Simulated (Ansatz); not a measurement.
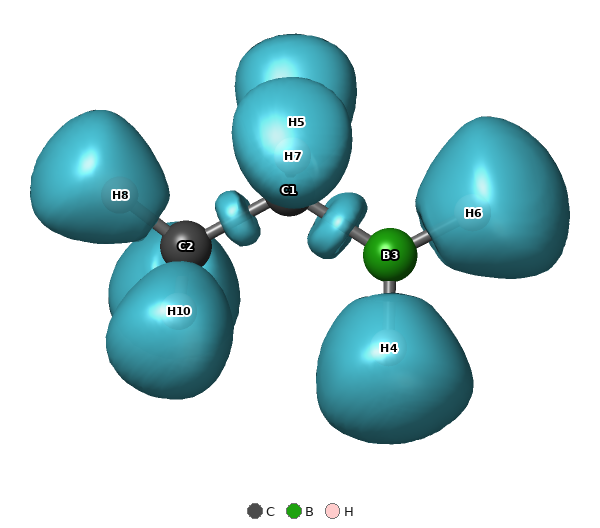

Figure. C$_{2}$H$_{7}$B. Isosurface of the ELF at 0.85 (cyan), seen across its widest extent. Core shells and regions of very low density are left out.

Geometry: r2SCAN-D4/def2-TZVP.

All numbers below come from Ansatz, isolated molecule in a Gaussian basis; Kohn-Sham density functional theory, functional PBE0.

The calculation's input:

```
crystal:
  periodic: [false, false, false]
  atoms:
    - symbol: C
      position_ang: [-1.367936, -1.337155, -0.499550]
    - symbol: C
      position_ang: [-0.319600, -1.059510, -1.576247]
    - symbol: B
      position_ang: [-2.539663, -0.339752, -0.331216]
    - symbol: H
      position_ang: [-2.501851, 0.755426, -0.819037]
    - symbol: H
      position_ang: [-1.724248, -2.374297, -0.537924]
    - symbol: H
      position_ang: [-3.481146, -0.630219, 0.350565]
    - symbol: H
      position_ang: [-0.899797, -1.281161, 0.505062]
    - symbol: H
      position_ang: [0.524708, -1.751148, -1.518975]
    - symbol: H
      position_ang: [-0.753572, -1.153403, -2.574765]
    - symbol: H
      position_ang: [0.071742, -0.043191, -1.488629]
basis:
  gaussian:
    orbitals: def2-TZVPD
hamiltonian:
  xc: {name: PBE0}
output: {forces: true, orbitals: {seedname: orbitals}}
```

Command:

```sh
ansatz run input.yaml --threads 2 --pin off --max-ram 4350MiB --events-out events.jsonl --progress --plain --runs-dir runs
```

Q: Where are the electrons localised?

A: The ELF exceeds this value in one region between bonded B–C atoms (shared pairs), one region between bonded C–C atoms (shared pairs) and seven regions around hydrogen nuclei.

Values along the shortest contacts:
C–C (1.53 Å): the ELF peaks at about 0.95 between the atoms: localised, covalent bonding. C–B (1.55 Å): the ELF peaks at about 0.95 between the atoms: a covalent bond.
